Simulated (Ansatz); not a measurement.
The figure comes from a scan of NiSi (MnP type, space group Pnma): the cell is scaled evenly about its relaxed volume V₀. These are PBEsol (plane waves to 420 eV, PAW, scalar-relativistic; Ansatz, a quantum-chemistry and plane-wave program) values and carry that method's errors. k mesh 9×14×9 (Γ-centred), Fermi-Dirac smearing 0.05 eV. Stress and pressure are positive under compression. NiSi is run without spin polarisation. NiSi was relaxed with its symmetry unable to fall. 

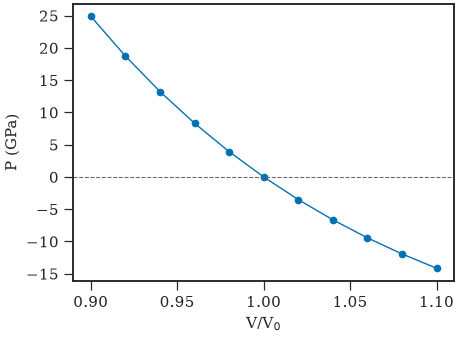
Figure: P (GPa) against V/V₀; markers are the computed points, lines only join them.

Read the plotted values off the figure, to the accuracy that the plot allows.

To the nearest 0.5:

| V/V₀ | P (GPa) |
|---|---|
| 0.900 | 25.0 |
| 0.920 | 18.5 |
| 0.940 | 13.0 |
| 0.960 | 8.5 |
| 0.980 | 4.0 |
| 1.000 | 0.0 |
| 1.020 | -3.5 |
| 1.040 | -6.5 |
| 1.060 | -9.5 |
| 1.080 | -12.0 |
| 1.100 | -14.0 |

(Under strain, the slope of the energy per volume gives the stress and its curvature an elastic modulus.)
